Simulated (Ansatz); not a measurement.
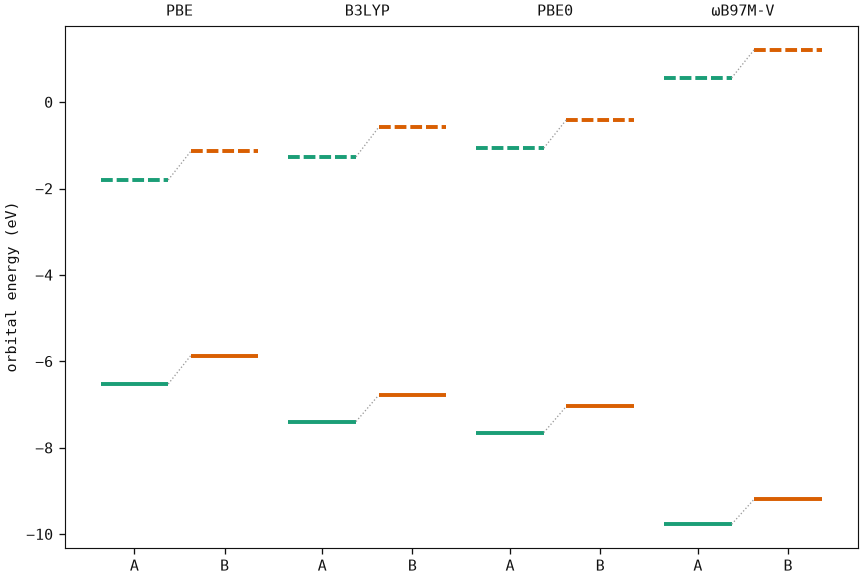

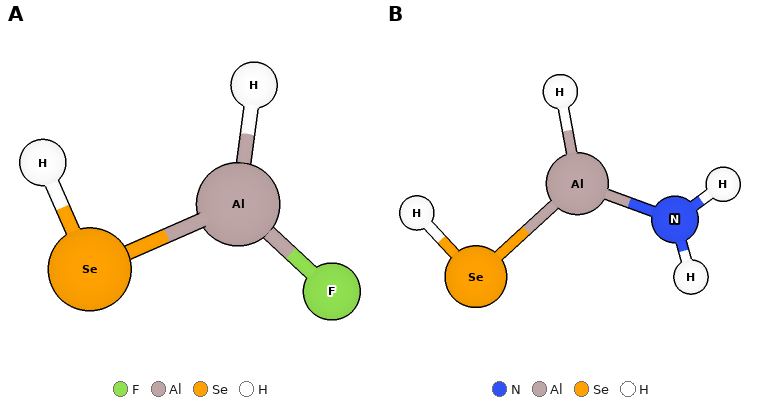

One change: A, AlH₂SeF (SMILES [F][AlH][SeH]), becomes B, AlNH₄Se (SMILES [NH2][AlH][SeH]). F on Al is replaced by NH₂. HOMO (solid) and LUMO (dashed) computed in def2-TZVPP at PBE0-D4/def2-TZVP geometries, both minima by their frequencies, gas phase, the Ansatz code. Empty levels above zero depend strongly on the basis.

### What does the change do to HOMO and LUMO?

PBE: the HOMO rises by 0.66 eV, the LUMO rises by 0.66 eV, and the separation goes from 4.72 to 4.73 eV. B3LYP: the HOMO rises by 0.61 eV, the LUMO rises by 0.68 eV, and the separation goes from 6.13 to 6.20 eV. PBE0: the HOMO rises by 0.61 eV, the LUMO rises by 0.66 eV, and the separation goes from 6.58 to 6.63 eV. ωB97M-V: the HOMO rises by 0.58 eV, the LUMO rises by 0.65 eV, and the separation goes from 10.33 to 10.40 eV.

### Do the functionals agree on the effect?

They agree on the direction for both levels; the HOMO shift lies between 0.58 and 0.66 eV and the LUMO shift between 0.65 and 0.68 eV, while the separations themselves differ by up to 5.7 eV between functionals.
